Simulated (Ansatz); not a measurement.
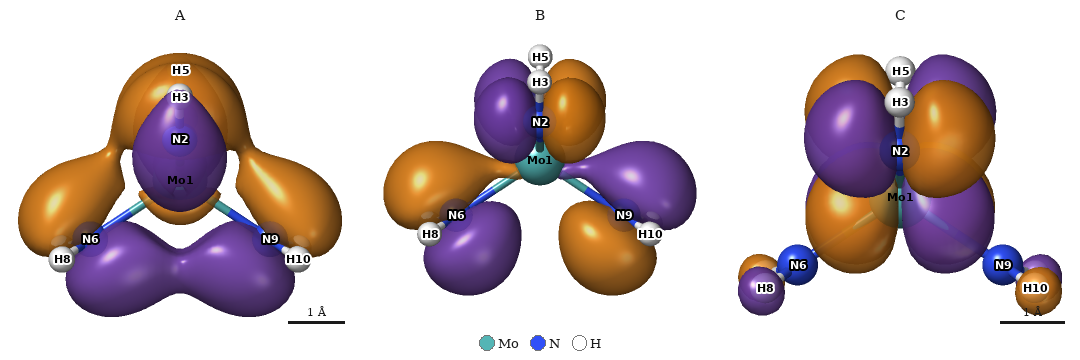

*H₆MoN₄ (Mo(NH)2(NH2)2). Three frontier orbitals at ±0.08 Å⁻³ᐟ² (orange and purple are the two phases), in no order.*

Geometry: r2SCAN-D4/def2-SVP; core potentials replace the inner electrons of Mo.

These are results of RKS PBE0-D4/def2-TZVP (Ansatz), not measurements.

```
atom    x (Å)    y (Å)    z (Å)
  Mo   0.1632  -0.0009   0.1150
   N   0.0618   0.0162   1.8569
   H   0.4150   0.0206   2.8130
   N   1.7690  -0.0238  -0.5674
   H   2.7882  -0.0328  -0.5580
   N  -0.7029   1.6273  -0.5229
   H  -0.4317   2.1255  -1.3663
   H  -1.3991   2.1487   0.0029
   N  -0.7384  -1.6217  -0.4920
   H  -1.4439  -2.1179   0.0456
   H  -0.4811  -2.1411  -1.3268
```

Q: Which picture is the HOMO−1, the HOMO and the LUMO?

A: A is the HOMO−1 (−7.52 eV). Its weight (Hirshfeld) is mainly on N6 (about 20 %), N9 (about 20 %), N2 (about 20 %), N4 (about 20 %) and Mo1 (about 15 %). B is the HOMO (−6.58 eV). It lies mainly on N6 (about 30 %), N9 (about 30 %), N2 (about 10 %) and N4 (about 10 %); largely a combination of lone pairs on N6, N9, N2 and N4. C is the LUMO (−0.87 eV). It lies mainly on Mo1 (about 50 %), N2 (about 20 %) and N4 (about 20 %).

Q: What is the HOMO–LUMO gap?

A: 5.71 eV between the orbital energies.
